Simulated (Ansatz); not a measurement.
# Si₁₆B: geometry relaxation (part 4 of 4)

Continued. System: Si₁₆B (defect cell, 17 atoms in the cell). Method: DFT LDA, scalar-relativistic, plane waves, PAW, PAW set soft_1, spin-polarised (Ansatz 0.2.0); cutoff 420 eV, 2×2×2 k-mesh, Fermi–Dirac smearing of 0.05 eV, collinear spins. It belongs to a series of runs on one base structure; here: end point B relaxed.

Geometry of the input (Å; fractional positions):
```
0.0000  5.4300  5.4300
5.4300  0.0000  5.4300
5.4300  5.4300  0.0000
Si 0.0000  0.0000  0.0000
Si 0.1250  0.1250  0.1250
Si -0.0000  0.0000  0.5000
Si 0.1250  0.1250  0.6250
Si -0.0000  0.5000  0.0000
Si 0.1250  0.6250  0.1250
Si -0.0000  0.5000  0.5000
Si 0.1250  0.6250  0.6250
Si 0.5000  -0.0000  0.0000
Si 0.6250  0.1250  0.1250
Si 0.5000  0.0000  0.5000
Si 0.6250  0.1250  0.6250
Si 0.5000  0.5000  0.0000
Si 0.6250  0.6250  0.1250
Si 0.5000  0.5000  0.5000
Si 0.6250  0.6250  0.6250
B  0.3801  0.3790  0.3681
```

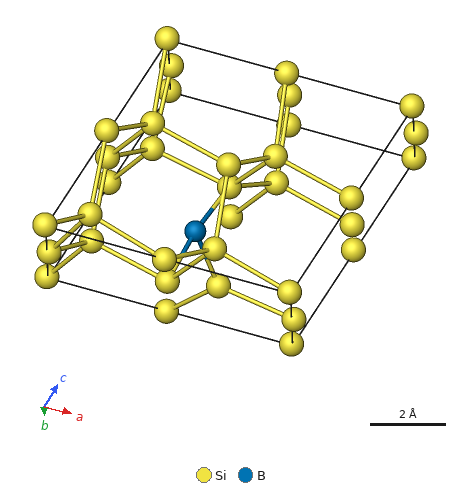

*The geometry at step 15 of the log (ball-and-stick view of the cell of the calculation, seen at an oblique angle).*

## Trajectory as extended XYZ, continued
```
17
Lattice="0.0000 5.4300 5.4300 5.4300 0.0000 5.4300 5.4300 5.4300 0.0000" Properties=species:S:1:pos:R:3:forces:R:3 step=13 energy=-9883.47287 accepted=F
Si   -0.0366    0.0031   -0.0587   -0.0365  -0.0278  -0.0477
Si    1.3574    1.3513    1.2506   -0.0011  -0.0334  -0.0298
Si    2.7030    2.7486   -0.0552    0.0237   0.0348  -0.0141
Si    4.0741    4.0653    1.3141    0.0052   0.0283   0.0173
Si    2.6560    0.0385    2.6862    0.0561  -0.0389  -0.0409
Si    4.0872    1.3465    3.9702   -0.0522   0.1267   0.1037
Si    5.4341    2.7040    2.6413    0.0177  -0.0642  -0.0322
Si    6.7762    4.0475    3.9825   -0.0882   0.0664   0.0541
Si    0.0709    2.6346    2.7162   -0.0929   0.1391  -0.1725
Si    1.3071    4.1127    3.9863    0.1849   0.0984   0.0201
Si    2.7314    5.4179    2.6661   -0.1428   0.0924   0.0044
Si    4.0282    6.8363    3.9956   -0.1305  -0.1514  -0.0460
Si    2.6781    2.7217    5.2592    0.1793   0.0274  -0.1156
Si    4.0879    4.0529    7.0490    0.0857  -0.0659  -0.5102
Si    5.4343    5.4898    5.2598    0.0462  -0.1608   0.0033
Si    6.8072    6.7834    6.7210    0.0478  -0.0431   0.2805
B     4.1603    4.0091    5.0378   -0.1024  -0.0278   0.5256
17
Lattice="0.0000 5.4300 5.4300 5.4300 0.0000 5.4300 5.4300 5.4300 0.0000" Properties=species:S:1:pos:R:3:forces:R:3 step=14 energy=-9883.50106
Si   -0.0354   -0.0073   -0.0787   -0.0158  -0.0135  -0.0118
Si    1.3545    1.3487    1.2265   -0.0025  -0.0023   0.0200
Si    2.7132    2.7379   -0.0761    0.0141   0.0200  -0.0107
Si    4.0593    4.0765    1.3016    0.0083  -0.0044  -0.0099
Si    2.6512    0.0490    2.6805    0.0194  -0.0236   0.0047
Si    4.0843    1.3534    3.9733   -0.0321   0.0189   0.0197
Si    5.4149    2.7242    2.6480    0.0059  -0.0174  -0.0160
Si    6.7771    4.0519    3.9825   -0.0121   0.0389   0.0223
Si    0.0676    2.6303    2.7009    0.0013  -0.0038   0.0052
Si    1.3225    4.1068    3.9725   -0.0020  -0.0105   0.0278
Si    2.7047    5.4316    2.6469    0.0286  -0.0287   0.0120
Si    4.0305    6.8022    3.9820    0.0164   0.0244   0.0175
Si    2.6867    2.7231    5.2504    0.0700   0.0112  -0.0569
Si    4.0925    4.0597    7.0690    0.0094  -0.0036   0.0901
Si    5.4472    5.4813    5.2670    0.0334  -0.0140  -0.0615
Si    6.7954    6.8082    6.7446   -0.0114   0.0100  -0.0056
B     4.1905    3.9854    5.1311   -0.1308  -0.0014  -0.0470
17
Lattice="0.0000 5.4300 5.4300 5.4300 0.0000 5.4300 5.4300 5.4300 0.0000" Properties=species:S:1:pos:R:3:forces:R:3 step=15 energy=-9883.50866
Si   -0.0278   -0.0143   -0.0804    0.0030   0.0077  -0.0036
Si    1.3615    1.3444    1.2259   -0.0040   0.0064  -0.0053
Si    2.7229    2.7339   -0.0776   -0.0041  -0.0013  -0.0063
Si    4.0671    4.0723    1.2993   -0.0041   0.0008   0.0050
Si    2.6510    0.0534    2.6923   -0.0050   0.0041  -0.0029
Si    4.0890    1.3494    3.9760   -0.0071   0.0121   0.0073
Si    5.4207    2.7182    2.6461    0.0029  -0.0060  -0.0038
Si    6.7865    4.0474    3.9799   -0.0062   0.0094   0.0093
Si    0.0739    2.6303    2.6963   -0.0004  -0.0005  -0.0004
Si    1.3312    4.1042    3.9701    0.0022  -0.0098   0.0094
Si    2.7099    5.4294    2.6415    0.0091  -0.0071   0.0011
Si    4.0359    6.8013    3.9754    0.0090   0.0056   0.0090
Si    2.6886    2.7112    5.2437   -0.0033  -0.0276  -0.0107
Si    4.0909    4.0670    7.0912    0.0098  -0.0059   0.0277
Si    5.4505    5.4687    5.2498    0.0252   0.0123  -0.0048
Si    6.7907    6.8006    6.7381   -0.0032  -0.0092  -0.0189
B     4.1142    4.0457    5.1543   -0.0237   0.0090  -0.0120
17
Lattice="0.0000 5.4300 5.4300 5.4300 0.0000 5.4300 5.4300 5.4300 0.0000" Properties=species:S:1:pos:R:3:forces:R:3 step=16 energy=-9883.50866
Si   -0.0278   -0.0143   -0.0804    0.0030   0.0077  -0.0036
Si    1.3615    1.3444    1.2259   -0.0040   0.0064  -0.0053
Si    2.7229    2.7339   -0.0776   -0.0041  -0.0013  -0.0063
Si    4.0671    4.0723    1.2993   -0.0041   0.0008   0.0050
Si    2.6510    0.0534    2.6923   -0.0050   0.0042  -0.0029
Si    4.0890    1.3494    3.9760   -0.0072   0.0121   0.0073
Si    5.4207    2.7182    2.6461    0.0029  -0.0060  -0.0038
Si    6.7865    4.0474    3.9799   -0.0062   0.0094   0.0093
Si    0.0739    2.6303    2.6963   -0.0004  -0.0005  -0.0004
Si    1.3312    4.1042    3.9701    0.0022  -0.0098   0.0094
Si    2.7099    5.4294    2.6415    0.0091  -0.0071   0.0011
Si    4.0359    6.8013    3.9754    0.0090   0.0056   0.0089
Si    2.6886    2.7112    5.2437   -0.0033  -0.0276  -0.0107
Si    4.0909    4.0670    7.0912    0.0098  -0.0059   0.0277
Si    5.4505    5.4687    5.2498    0.0252   0.0124  -0.0048
Si    6.7907    6.8006    6.7381   -0.0032  -0.0092  -0.0189
B     4.1142    4.0457    5.1543   -0.0237   0.0090  -0.0121
17
Lattice="0.0000 5.4300 5.4300 5.4300 0.0000 5.4300 5.4300 5.4300 0.0000" Properties=species:S:1:pos:R:3:forces:R:3 step=17 energy=-9883.50941
Si   -0.0244   -0.0143   -0.0837   -0.0074  -0.0144   0.0037
Si    1.3612    1.3484    1.2204    0.0024  -0.0046   0.0076
Si    2.7251    2.7346   -0.0820    0.0091   0.0093   0.0038
Si    4.0701    4.0712    1.2970    0.0052  -0.0005  -0.0019
Si    2.6460    0.0610    2.6941    0.0023  -0.0001  -0.0019
Si    4.0910    1.3500    3.9745    0.0093  -0.0103  -0.0163
Si    5.4256    2.7138    2.6407   -0.0026   0.0071  -0.0041
Si    6.7877    4.0480    3.9769    0.0068  -0.0082  -0.0171
Si    0.0769    2.6303    2.6963   -0.0033   0.0055  -0.0015
Si    1.3371    4.0997    3.9728    0.0091   0.0128  -0.0070
Si    2.7145    5.4259    2.6421   -0.0026  -0.0010   0.0036
Si    4.0401    6.8006    3.9757   -0.0112  -0.0066  -0.0133
Si    2.6896    2.7005    5.2422    0.0030   0.0120   0.0145
Si    4.0891    4.0703    7.1063   -0.0112   0.0099  -0.0154
Si    5.4524    5.4635    5.2450   -0.0126  -0.0148   0.0099
Si    6.7911    6.7904    6.7331    0.0013   0.0076   0.0193
B     4.0834    4.0692    5.1705    0.0023  -0.0037   0.0161
```

## Results in brief

- outcome: converged
- electrons treated: 67
- free energy: −9883.5094 eV
- Fermi energy: 6.566 eV
- net moment of the cell: 0.00 μB
- integrated absolute moment: 0.00 μB
- final volume: 320.21 Å³
- largest force (length of the vector) at the end: 0.022 eV/Å
- hardware: 2 threads of Arm Neoverse V2, 24 GiB of memory available, shared host
- wall time: 2.2 min (CPU time 4.4 min)
- peak memory: 0.62 GiB

## Remarks

Warnings of the run: the PAW datasets were made with another functional; some starting moments were not kept. The k-point mesh is coarse for a cell of this size, so the results may not be converged.
